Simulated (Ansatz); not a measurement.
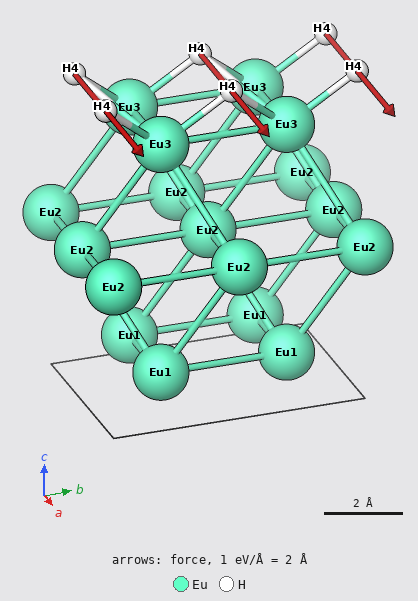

Starting geometry of a slab of composition Eu₃H (cut from the Im-3m phase) with the computed forces as red arrows. A ball-and-stick model of the 2 × 2 repeat of the cell, outlined in the plane, without the vacuum, seen slightly off an axis.

The slab is the (1 1 0) face of Eu with H on it. 3 atoms are held fixed.

These are results of DFT PBE, scalar-relativistic, plane waves, PAW in Ansatz, not measurements. Settings: plane-wave cutoff 420 eV; k-point mesh 8 × 8 × 1; occupations gaussian; smearing width 0.1 eV; collinear spin; dipole correction; atoms relaxed in a fixed cell; force threshold 0.02 eV/Å; at most 25 steps.

What follows when this structure is relaxed?

It isn't relaxed: the largest force vector, on H4, is 0.82 eV/Å. The final displacements follow the starting forces only in part (cosine between the two patterns 0.79). The energy falls by 96.3 meV per cell of the calculation in 2 accepted moves (3 points after the start). The largest force component goes from 0.64 to 0.015 eV/Å. 1 step only repeated the SCF at the same geometry. The largest move is that of H4, 0.30 Å along the normal (−c). Eu stays in place. The cell doesn't change. Some distances before and after: Eu3–H4 2.295 → 2.123 Å, Eu3–H4 (another image) 2.769 → 2.629 Å, Eu3–H4 (another image) 3.174 → 3.052 Å. Bond angles that change, for instance: Eu3–H4–Eu3 96.7° → 105.6°.

Limits of the set-up: the periodic images lie only 3.8 Å apart, so the values are limited by the cell's size; 4f states are treated without a Hubbard U.
